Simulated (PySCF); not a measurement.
## Run report: Si2AsNH8, geometry relaxation

Si2AsNH8, SMILES N[SiH2][AsH][SiH3], computed with PBE0-D3(BJ)/def2-SVP geometry optimisation, gas phase (PySCF 2.14.0).

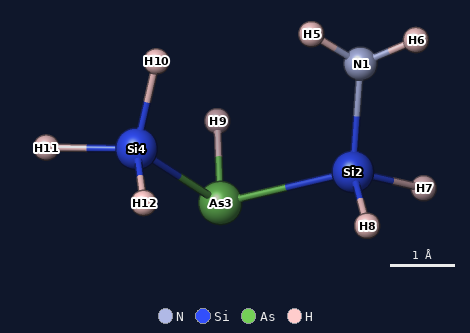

*The structure as given in the input (ball-and-stick view, seen at a tilt; atoms are numbered from 1 in the order of the input).*

Bond lengths as drawn: As–H 1.51 Å, As–Si 2.32 to 2.33 Å, H–N 1.01 Å, H–Si 1.47 to 1.48 Å and N–Si 1.73 Å.

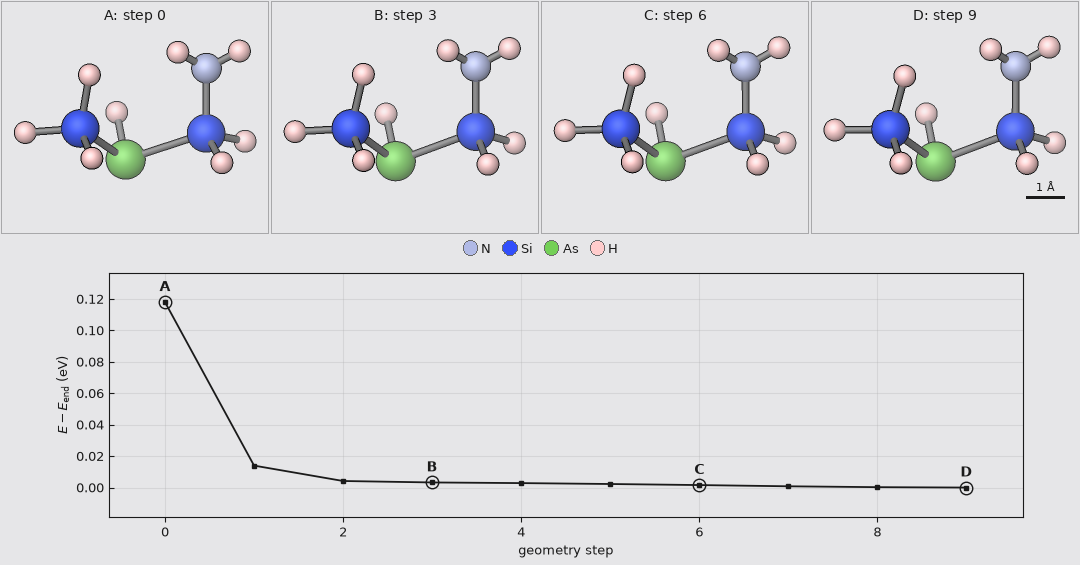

*Frames of the relaxation (ball-and-stick view, seen at a tilt) above the curves, on which the letters mark them (steps are counted from 0).*

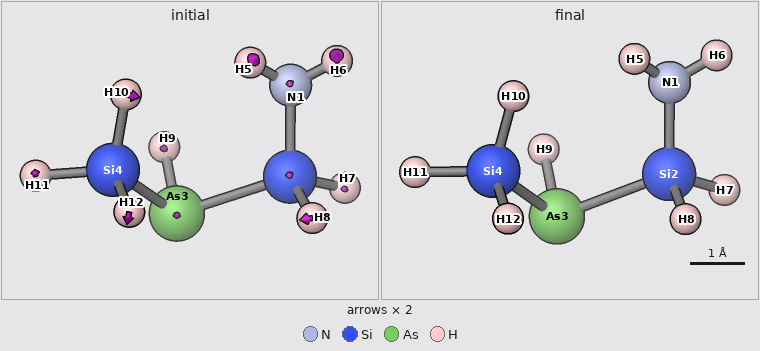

*Before (left) and after (right) the relaxation, at one scale (ball-and-stick view, seen at a tilt). The pink arrows give the displacements, magnified 2 times.*

Over 9 geometry steps the energy falls by 0.118 eV. Largest force component: 0.76 eV/Å at the start, 0.015 eV/Å at the end. H6 moves most after the best rigid fit: 0.25 Å. Largest moves by element: H 0.25 Å, Si 0.07 Å, N 0.07 Å, As 0.06 Å. Among the contacts that change: As3–Si4 2.316 → 2.363 Å, Si2–As3 2.328 → 2.369 Å, Si2–H7 1.469 → 1.493 Å, Si4–H10 1.474 → 1.499 Å. Among the angles that change: As3–Si2–H8 109.7° → 104.6°, As3–Si2–H7 112.8° → 108.8°, Si2–As3–Si4 97.8° → 94.1°. (Atoms are counted from 1 in the order of the input.)

The input that produced these results follows, with the program's output.

The input:
```
{"job": {"kind": "geom", "xc": "PBE0", "basis": "def2-SVP", "d3": "d3bj", "grid": 1, "maxiter": 40}, "charge": 0, "multiplicity": 1}
N     -1.526297     0.445941     1.135236
Si    -1.339639    -0.789727    -0.057182
As     0.866307    -1.533492    -0.083189
Si     1.879793     0.502520    -0.520706
H     -0.844439     1.187204     1.172223
H     -2.444298     0.824126     1.304588
H     -2.284092    -1.826506     0.378507
H     -1.743580    -0.379185    -1.421312
H      1.026396    -1.383067     1.406129
H      1.485611     1.628683     0.345535
H      3.340028     0.395107    -0.396167
H      1.585406     0.927711    -1.897411
```

The first line tells a small driver script what to run in PySCF; the rest is the geometry in Å.

Command:
```bash
OMP_NUM_THREADS=1 python <driver script> task.json out
```

The program's output:
```
step   0  E = -2873.37702938  max force = 0.014779
step   1  E = -2873.38085156  max force = 0.004740
step   2  E = -2873.38121182  max force = 0.001586
step   3  E = -2873.38124580  max force = 0.000362
step   4  E = -2873.38126095  max force = 0.000676
step   5  E = -2873.38128203  max force = 0.000903
step   6  E = -2873.38130694  max force = 0.000678
step   7  E = -2873.38133562  max force = 0.000483
step   8  E = -2873.38135611  max force = 0.000332
step   9  E = -2873.38136518  max force = 0.000287
optimisation converged
```

Trajectory as extended XYZ (Å, eV, eV/Å), 10 frames, from step=0 to step=9:
```
12
Properties=species:S:1:pos:R:3:forces:R:3 step=0 energy=-78188.57153
N    -1.5263    0.4459    1.1352    0.2917   0.0063   0.1057
Si   -1.3396   -0.7897   -0.0572   -0.3316   0.6123   0.4051
As    0.8663   -1.5335   -0.0832    0.1445  -0.7600  -0.3249
Si    1.8798    0.5025   -0.5207    0.0299   0.3720  -0.0820
H    -0.8444    1.1872    1.1722    0.2376   0.2512   0.0167
H    -2.4443    0.8241    1.3046   -0.3872   0.0667   0.0960
H    -2.2841   -1.8265    0.3785   -0.1595  -0.5929  -0.0279
H    -1.7436   -0.3792   -1.4213    0.0981  -0.0467  -0.4881
H     1.0264   -1.3831    1.4061   -0.0118   0.0047   0.3436
H     1.4856    1.6287    0.3455   -0.2291   0.2735   0.3579
H     3.3400    0.3951   -0.3962    0.4687  -0.1989   0.0714
H     1.5854    0.9277   -1.8974   -0.1511   0.0117  -0.4734
12
Properties=species:S:1:pos:R:3:forces:R:3 step=1 energy=-78188.67553
N    -1.3720    0.6667    1.0518   -0.1129  -0.0285  -0.0362
Si   -1.2300   -0.6002   -0.1188    0.0767  -0.2228  -0.2437
As    0.9446   -1.5334   -0.2072   -0.0318   0.0753   0.1769
Si    2.0013    0.5314   -0.6645    0.0208  -0.0723   0.0389
H    -0.6928    1.4204    1.0498    0.0062  -0.0131  -0.0105
H    -2.2993    1.0228    1.2686    0.0644  -0.0230   0.0206
H    -2.1605   -1.7187    0.2358   -0.0298   0.1498   0.0818
H    -1.5094   -0.2596   -1.5625   -0.0251   0.0702   0.1210
H     1.1429   -1.4110    1.3079    0.0186  -0.0056  -0.1316
H     1.5677    1.6442    0.2437    0.0305  -0.0005  -0.0474
H     3.4800    0.3534   -0.5247   -0.0317   0.0534  -0.0105
H     1.6756    0.9033   -2.0764    0.0140   0.0171   0.0407
12
Properties=species:S:1:pos:R:3:forces:R:3 step=2 energy=-78188.68534
N    -1.3680    0.6530    1.0415   -0.0046   0.0371   0.0109
Si   -1.2337   -0.6112   -0.1301    0.0292  -0.0816  -0.0774
As    0.9448   -1.5342   -0.2024   -0.0023   0.0320   0.0068
Si    2.0063    0.5291   -0.6594   -0.0150  -0.0408   0.0071
H    -0.6851    1.4031    1.0366   -0.0046   0.0062   0.0027
H    -2.2902    1.0103    1.2714    0.0127  -0.0113   0.0242
H    -2.1860   -1.6956    0.2535   -0.0232   0.0202   0.0171
H    -1.5294   -0.2483   -1.5593    0.0031   0.0112   0.0104
H     1.1460   -1.4048    1.3039   -0.0024   0.0004   0.0034
H     1.5725    1.6499    0.2353    0.0036   0.0098  -0.0034
H     3.4842    0.3667   -0.5171    0.0010   0.0060   0.0025
H     1.6867    0.9015   -2.0704    0.0025   0.0109  -0.0042
12
Properties=species:S:1:pos:R:3:forces:R:3 step=3 energy=-78188.68626
N    -1.3609    0.6500    1.0391    0.0170   0.0146  -0.0132
Si   -1.2339   -0.6138   -0.1362   -0.0084  -0.0030   0.0060
As    0.9436   -1.5351   -0.2015    0.0117  -0.0003  -0.0050
Si    2.0041    0.5270   -0.6592   -0.0088  -0.0062  -0.0026
H    -0.6772    1.3995    1.0343   -0.0070   0.0036  -0.0001
H    -2.2800    1.0055    1.2822   -0.0003  -0.0127   0.0186
H    -2.1960   -1.6869    0.2555   -0.0088   0.0025  -0.0038
H    -1.5315   -0.2450   -1.5624    0.0066  -0.0006  -0.0056
H     1.1395   -1.4017    1.3050   -0.0055   0.0014   0.0040
H     1.5665    1.6521    0.2285    0.0001   0.0027   0.0003
H     3.4817    0.3695   -0.5092    0.0021  -0.0033   0.0029
H     1.6922    0.8983   -2.0726    0.0013   0.0013  -0.0015
12
Properties=species:S:1:pos:R:3:forces:R:3 step=4 energy=-78188.68667
N    -1.3556    0.6493    1.0388    0.0162   0.0013  -0.0247
Si   -1.2345   -0.6130   -0.1397   -0.0175   0.0269   0.0348
As    0.9420   -1.5359   -0.2016    0.0082  -0.0159  -0.0067
Si    2.0032    0.5247   -0.6605   -0.0006   0.0098  -0.0034
H    -0.6736    1.4001    1.0336   -0.0070   0.0030  -0.0023
H    -2.2728    0.9992    1.2965   -0.0025  -0.0133   0.0135
H    -2.2027   -1.6800    0.2540   -0.0016  -0.0024  -0.0098
H    -1.5314   -0.2411   -1.5652    0.0064  -0.0016  -0.0063
H     1.1320   -1.3988    1.3053   -0.0020   0.0015   0.0025
H     1.5623    1.6538    0.2208   -0.0014  -0.0015   0.0008
H     3.4801    0.3680   -0.5020    0.0009  -0.0046   0.0018
H     1.6992    0.8932   -2.0765    0.0007  -0.0032  -0.0001
12
Properties=species:S:1:pos:R:3:forces:R:3 step=5 energy=-78188.68725
N    -1.3494    0.6499    1.0396    0.0084  -0.0068  -0.0273
Si   -1.2358   -0.6081   -0.1439   -0.0147   0.0399   0.0464
As    0.9387   -1.5375   -0.2027   -0.0047  -0.0258  -0.0050
Si    2.0038    0.5197   -0.6637    0.0093   0.0204  -0.0019
H    -0.6738    1.4062    1.0326   -0.0060   0.0034  -0.0043
H    -2.2638    0.9852    1.3243   -0.0033  -0.0121   0.0063
H    -2.2120   -1.6682    0.2492    0.0045  -0.0056  -0.0109
H    -1.5306   -0.2316   -1.5686    0.0056   0.0011  -0.0039
H     1.1205   -1.3948    1.3049    0.0045   0.0004  -0.0012
H     1.5580    1.6552    0.2071   -0.0030  -0.0054   0.0009
H     3.4792    0.3614   -0.4910   -0.0011  -0.0032  -0.0001
H     1.7133    0.8819   -2.0842    0.0003  -0.0063   0.0009
12
Properties=species:S:1:pos:R:3:forces:R:3 step=6 energy=-78188.68793
N    -1.3456    0.6532    1.0417    0.0002  -0.0057  -0.0178
Si   -1.2372   -0.5990   -0.1470   -0.0037   0.0287   0.0349
As    0.9339   -1.5402   -0.2053   -0.0189  -0.0225  -0.0027
Si    2.0069    0.5121   -0.6683    0.0135   0.0186   0.0007
H    -0.6818    1.4196    1.0313   -0.0048   0.0038  -0.0050
H    -2.2570    0.9653    1.3596   -0.0029  -0.0090  -0.0002
H    -2.2208   -1.6537    0.2422    0.0072  -0.0049  -0.0066
H    -1.5284   -0.2161   -1.5708    0.0048   0.0050   0.0002
H     1.1104   -1.3926    1.3026    0.0099  -0.0018  -0.0040
H     1.5560    1.6544    0.1910   -0.0039  -0.0065   0.0008
H     3.4800    0.3502   -0.4797   -0.0018   0.0000  -0.0015
H     1.7316    0.8662   -2.0938    0.0004  -0.0058   0.0009
12
Properties=species:S:1:pos:R:3:forces:R:3 step=7 energy=-78188.68871
N    -1.3449    0.6597    1.0449   -0.0037   0.0014   0.0000
Si   -1.2378   -0.5863   -0.1482    0.0073   0.0030   0.0083
As    0.9275   -1.5444   -0.2103   -0.0249  -0.0083  -0.0012
Si    2.0120    0.5020   -0.6736    0.0105   0.0069   0.0030
H    -0.6988    1.4406    1.0293   -0.0036   0.0036  -0.0043
H    -2.2529    0.9413    1.3982   -0.0021  -0.0044  -0.0042
H    -2.2274   -1.6375    0.2346    0.0054  -0.0014   0.0007
H    -1.5245   -0.1950   -1.5707    0.0039   0.0073   0.0032
H     1.1048   -1.3950    1.2975    0.0111  -0.0045  -0.0047
H     1.5560    1.6500    0.1754   -0.0033  -0.0044   0.0003
H     3.4827    0.3355   -0.4698   -0.0015   0.0031  -0.0017
H     1.7516    0.8485   -2.1037    0.0008  -0.0022   0.0005
12
Properties=species:S:1:pos:R:3:forces:R:3 step=8 energy=-78188.68926
N    -1.3465    0.6669    1.0476   -0.0010   0.0047   0.0129
Si   -1.2373   -0.5756   -0.1474    0.0087  -0.0134  -0.0115
As    0.9219   -1.5488   -0.2169   -0.0171   0.0054  -0.0018
Si    2.0164    0.4936   -0.6771    0.0032  -0.0041   0.0033
H    -0.7170    1.4610    1.0261   -0.0027   0.0027  -0.0031
H    -2.2521    0.9236    1.4247   -0.0014  -0.0004  -0.0041
H    -2.2298   -1.6256    0.2312    0.0013   0.0022   0.0053
H    -1.5209   -0.1768   -1.5684    0.0028   0.0050   0.0027
H     1.1064   -1.4032    1.2904    0.0070  -0.0059  -0.0030
H     1.5567    1.6431    0.1675   -0.0013  -0.0010  -0.0001
H     3.4854    0.3239   -0.4646   -0.0006   0.0034  -0.0005
H     1.7651    0.8373   -2.1095    0.0010   0.0014  -0.0001
12
Properties=species:S:1:pos:R:3:forces:R:3 step=9 energy=-78188.68951
N    -1.3472    0.6719    1.0492    0.0037   0.0014   0.0147
Si   -1.2367   -0.5700   -0.1460    0.0030  -0.0120  -0.0139
As    0.9181   -1.5518   -0.2238   -0.0050   0.0101  -0.0033
Si    2.0184    0.4889   -0.6783   -0.0018  -0.0066   0.0024
H    -0.7284    1.4741    1.0219   -0.0019   0.0020  -0.0020
H    -2.2518    0.9155    1.4369   -0.0010   0.0016  -0.0023
H    -2.2300   -1.6191    0.2327   -0.0014   0.0032   0.0050
H    -1.5197   -0.1670   -1.5658    0.0013   0.0008   0.0004
H     1.1110   -1.4135    1.2830    0.0018  -0.0053  -0.0012
H     1.5569    1.6371    0.1671    0.0003   0.0009  -0.0003
H     3.4867    0.3181   -0.4627    0.0001   0.0014   0.0005
H     1.7709    0.8351   -2.1107    0.0009   0.0025  -0.0002
```

Key numbers:

| quantity | value |
| --- | --- |
| outcome | converged |
| total energy | −2873.381365 hartree |
| dipole moment | 1.96 D |
| point group | C1 |
| hardware | 1 CPU thread, shared host |
| wall time | 98 s |
| peak memory | 0.52 GiB |
